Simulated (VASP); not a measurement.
Band structure of Re (hcp). These are PBE GGA with D3 dispersion (zero damping), VASP's PBE PAW potentials (set 64) (plane waves; VASP) values and carry that method's errors.

Unless said otherwise, spin-orbit coupling is left out, though it shifts the bands of the heavy elements here.

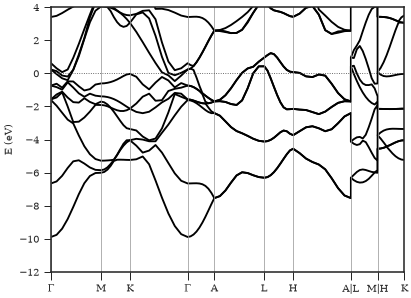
Bands along high-symmetry lines, zero at the valence-band maximum or, without a gap, the Fermi level

Read the plot: is there a gap, and where are the band edges?

It has no gap at this level: it comes out as a metal or semimetal. (Edges off the drawn lines would not show.)

The compound is Re in the hcp structure. It was relaxed first.
